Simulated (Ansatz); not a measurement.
# SiH3O4 (SMILES [O][Si](O)(O)O) at U-r2SCAN0/6-31G(d) (spherical functions)

Aim: the vertical doublet–quartet gap of SiH3O4 at U-r2SCAN0/6-31G* (spherical functions), from 2 runs. 

The calculation is run with Ansatz 0.2.0.

60 further runs of the same task are left out: 4 that didn't finish, 56 set aside as unsound or not needed. Runs told in other sessions of the task aren't counted.

### Step 1. The system as given

SiH3O4 has 8 atoms, charge 0, and is taken as a doublet. As SMILES, `[O][Si](O)(O)O`. The coordinates come from a PBE0-D4/def2-TZVP relaxation. This is one conformer, not always the lowest.

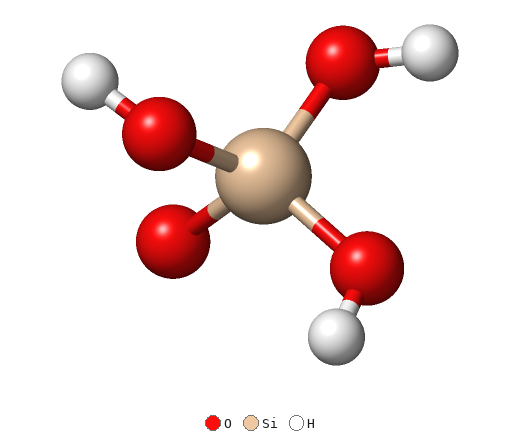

The structure, seen from a chosen angle (oxygen red, silicon light orange, hydrogen white).

### Step 2. The energy at U-r2SCAN0/6-31G(d) (spherical functions)

run.yaml reads:

```yaml
basis:
  gaussian:
    orbitals: 6-31G_st_-spherical.json
crystal:
  periodic: [false, false, false]
  atoms:
    - {symbol: O, position_ang: [-1.417600, 0.247800, 1.193000]}
    - {symbol: Si, position_ang: [-0.195800, 0.058700, 0.091000]}
    - {symbol: O, position_ang: [1.117100, -0.067300, 1.049800]}
    - {symbol: O, position_ang: [-0.249900, 1.339100, -0.902700]}
    - {symbol: O, position_ang: [-0.266300, -1.263500, -0.849700]}
    - {symbol: H, position_ang: [1.271400, 0.633000, 1.686700]}
    - {symbol: H, position_ang: [-0.094000, 1.173100, -1.833800]}
    - {symbol: H, position_ang: [-0.165000, -2.120800, -0.434300]}
accuracy: high
output: {orbitals: {seedname: orbitals}}
magnetization:
  spin_polarized: true
  initial_magnetization: 1
hamiltonian:
  xc: {name: r2SCAN0}
```

The basis set 6-31G* is read from a file made from the Basis Set Exchange's data (not shown).

Launch:

```sh
ansatz run run.yaml --threads 1 --pin off --max-ram 3480MiB --events-out events.jsonl --progress --plain --runs-dir runs
```

Output:

```text
Warning: RAYON_NUM_THREADS=1 ignored (pool sized by the plan → 1); use --threads N
Functional definition: r2SCAN0
  name "r2SCAN0"
  parameter a = 0.25
  parameter k0 = 0.174
  parameter k1 = 0.065
  parameter a1 = 4.9479
  exchange = (1 - a)*r2scan_x(k0 = k0, k1 = k1, a1 = a1) + a*exact_x
  correlation = r2scan_c
1762 factors; integrals over basis functions are off by at most 3.3e-9 eV
mean field evaluation 1: about -16102.1827 eV, gradient 4.9e1 eV
mean field evaluation 2: about -16099.3407 eV, gradient 5.7e1 eV
mean field evaluation 4: about -16110.3573 eV, gradient 1.6e0 eV
mean field evaluation 8: about -16110.4057 eV, gradient 2.4e-1 eV
mean field evaluation 16: about -16110.4075 eV, gradient 2.9e-2 eV
mean field evaluation 32: about -16110.4080 eV, gradient 1.6e-5 eV
mean field -16110.40797219 eV, -592.0465729512 hartree, gradient 9.7e-8 eV, S^2 0.754034; 2 other end points of the search recorded, 0 dependent functions left out
reference -16110.40797387 eV, -592.0465730131 hartree; 25, 24 occupied and 55, 56 virtual orbitals, 1762 factors
Total energy: -16110.40797387 eV, -592.0465730131 hartree
```

Run time: 58 s. Hardware: 1 thread of Arm Neoverse V2, shared host; peak memory 0.53 GiB.

### Step 3. The quartet, same level

input.yaml reads:

```yaml
basis:
  gaussian:
    orbitals: 6-31G_st_-spherical.json
crystal:
  periodic: [false, false, false]
  atoms:
    - {symbol: O, position_ang: [-1.417600, 0.247800, 1.193000]}
    - {symbol: Si, position_ang: [-0.195800, 0.058700, 0.091000]}
    - {symbol: O, position_ang: [1.117100, -0.067300, 1.049800]}
    - {symbol: O, position_ang: [-0.249900, 1.339100, -0.902700]}
    - {symbol: O, position_ang: [-0.266300, -1.263500, -0.849700]}
    - {symbol: H, position_ang: [1.271400, 0.633000, 1.686700]}
    - {symbol: H, position_ang: [-0.094000, 1.173100, -1.833800]}
    - {symbol: H, position_ang: [-0.165000, -2.120800, -0.434300]}
magnetization:
  spin_polarized: true
  initial_magnetization: 3
hamiltonian:
  xc: {name: r2SCAN0}
accuracy: high
output: {orbitals: {seedname: orbitals}}
```

The basis set 6-31G* is read from a file made from the Basis Set Exchange's data (not shown).

Launch:

```sh
ansatz run input.yaml --threads 1 --pin off --max-ram 3480MiB --events-out events.jsonl --progress --plain --runs-dir runs
```

Output, cut to the lines that bear on the results:

```text
Warning: RAYON_NUM_THREADS=1 ignored (pool sized by the plan → 1); use --threads N
[... 8 set-up lines as earlier in the session ...]
1762 factors; integrals over basis functions are off by at most 3.3e-9 eV
mean field evaluation 1: about -16091.9540 eV, gradient 5.2e1 eV
mean field evaluation 2: about -16050.2968 eV, gradient 1.1e2 eV
mean field evaluation 4: about -16101.6296 eV, gradient 5.1e0 eV
mean field evaluation 8: about -16101.8063 eV, gradient 9.0e-1 eV
mean field evaluation 16: about -16102.0590 eV, gradient 3.7e-2 eV
mean field evaluation 32: about -16100.8902 eV, gradient 8.8e0 eV
mean field -16102.05902817 eV, -591.7397549177 hartree, gradient 3.4e-8 eV, S^2 3.766269; 6 other end points of the search recorded, 0 dependent functions left out
reference -16102.05902978 eV, -591.7397549768 hartree; 26, 23 occupied and 54, 57 virtual orbitals, 1762 factors
Total energy: -16102.05902978 eV, -591.7397549768 hartree
```

Run time: 41 s. Hardware: 1 thread of Arm Neoverse V2, shared host; peak memory 0.53 GiB.

### Step 4. What came out

At U-r2SCAN0/6-31G* (spherical functions):

| quantity | value |
| --- | --- |
| doublet: total energy | -592.04657 Eh |
| doublet: HOMO energy (highest over α and β) | -9.08 eV |
| doublet: LUMO energy (lowest over α and β) | -3.80 eV |
| doublet: ⟨S²⟩ | 0.754 |
| quartet: total energy | -591.73975 Eh |
| quartet: HOMO energy (highest over α and β) | -1.43 eV |
| quartet: ⟨S²⟩ | 3.766 |
| vertical energy of the quartet above the doublet | 8.349 eV |

What this shows: At this shape the quartet lies 8.35 eV (193 kcal/mol) above the doublet.
